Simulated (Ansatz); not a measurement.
**C8H12Ge (SMILES C=[CH][Ge]([CH]=C)([CH]=C)[CH]=C): density, localisation and related maps**

The calculation's input:

```
crystal:
  periodic: [false, false, false]
  atoms:
    - {symbol: C, position_ang: [-1.414439, 2.000386, -0.839197]}
    - {symbol: C, position_ang: [-0.171779, 1.551009, -0.706389]}
    - {symbol: Ge, position_ang: [0.256800, -0.099398, 0.225376]}
    - {symbol: C, position_ang: [1.778347, 0.188003, 1.401061]}
    - {symbol: C, position_ang: [2.292861, 1.385260, 1.656244]}
    - {symbol: C, position_ang: [-1.283157, -0.673934, 1.266838]}
    - {symbol: C, position_ang: [-2.061366, -1.688408, 0.908054]}
    - {symbol: C, position_ang: [0.685451, -1.481658, -1.074179]}
    - {symbol: C, position_ang: [0.390659, -1.375530, -2.364604]}
    - {symbol: H, position_ang: [-1.642872, 2.913863, -1.382490]}
    - {symbol: H, position_ang: [-2.261754, 1.471538, -0.410665]}
    - {symbol: H, position_ang: [0.640273, 2.115589, -1.160695]}
    - {symbol: H, position_ang: [2.226349, -0.682965, 1.876806]}
    - {symbol: H, position_ang: [1.886876, 2.291269, 1.214588]}
    - {symbol: H, position_ang: [3.143414, 1.518259, 2.319954]}
    - {symbol: H, position_ang: [-1.512002, -0.131934, 2.182626]}
    - {symbol: H, position_ang: [-2.920957, -1.993858, 1.499438]}
    - {symbol: H, position_ang: [-1.872192, -2.260011, 0.003250]}
    - {symbol: H, position_ang: [1.188132, -2.381742, -0.724468]}
    - {symbol: H, position_ang: [0.636523, -2.156940, -3.079229]}
    - {symbol: H, position_ang: [-0.109766, -0.497999, -2.765417]}
basis:
  gaussian: {orbitals: def2-TZVPP}
hamiltonian: {xc: pbe0, dispersion: d4}
output: {orbitals: {seedname: orbitals}}
```

Launched as:

```sh
ansatz run in.yaml --threads 4 --pin off --events-out ev --progress --plain --max-ram 63488MiB --backend cuda --devices 0, --max-vram 37GiB
```

Geometry: PBE0-D4/def2-TZVP.

The calculation used RKS PBE0-D4/def2-TZVPP (Ansatz 0.2.0).

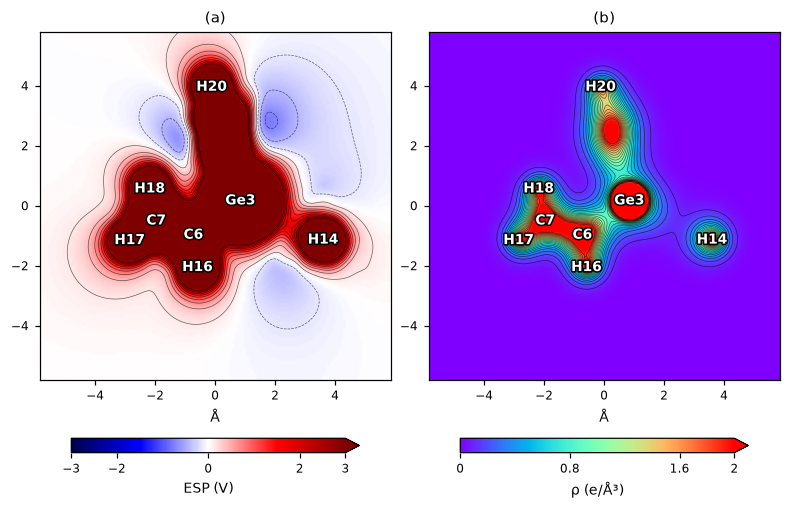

Figure 1. (a) molecular electrostatic potential; (b) electron density on the plane of atoms Ge3, C6 and C7.

Describe what can be read from this map.

Atoms in the plane: Ge, C and H. C–C (1.33 Å): the density is about 2.4 e/Å³ at the midpoint. C–Ge (1.95 Å): the density is about 0.89 e/Å³ at the midpoint. C–H (1.09 Å): the density is about 2 e/Å³ at the midpoint. Outside the dense part of the molecule the potential is most negative (−0.8 V) near C9, which lies off the plane.

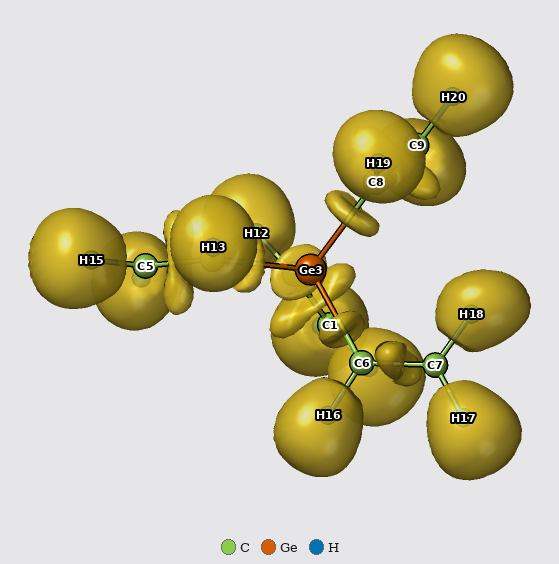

Figure 2. Isosurface of the ELF at 0.85 (yellow), seen from one side. Only the valence region is drawn (cores and ρ < 0.01 e/Å³ removed).

Describe the localisation domains.

The surface consists of four regions between bonded C–C atoms (shared pairs), twelve regions around hydrogen nuclei and four lobes of the valence shell of C pointing towards Ge (polar bonds). Along the contacts the grid gives the following. C–C (1.33 Å): the ELF peaks at about 0.90 between the atoms: a multiple bond. C–Ge (1.94 Å): the ELF peaks at about 0.95 in the valence shell of C, 0.7 Å from its nucleus, and is about 0.70 at the midpoint.

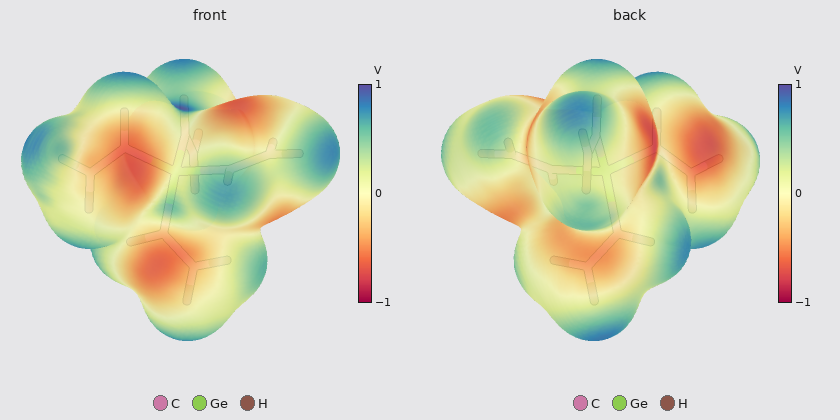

Figure 3. The electrostatic potential painted on the density surface at 0.002 e/bohr³, seen from the front and from behind; red is negative and blue positive.

Describe the electrostatic potential map.

The most negative region (about −0.7 V, or −16 kcal/mol for a unit charge) lies over the π face of the C atoms, the most positive (about +0.8 V, or +18 kcal/mol for a unit charge) over the Ge and H atoms.

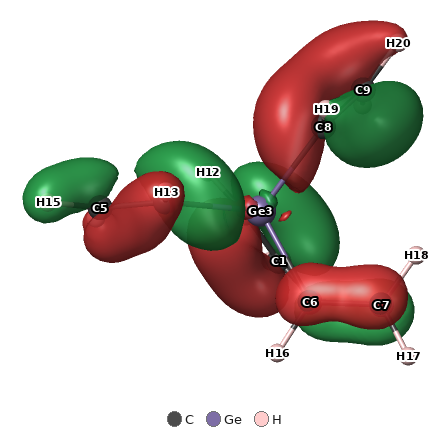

Figure 4. The HOMO−1 at ±0.1 Å⁻³ᐟ² (green and red are the two phases), seen from one side.

What is the character of this orbital?

It lies mainly on C8 (about 15 %), C9 (about 15 %), C4 (about 15 %), C1 (about 10 %), C2 (about 10 %) and Ge3 (about 10 %). Its energy is −7.64 eV.
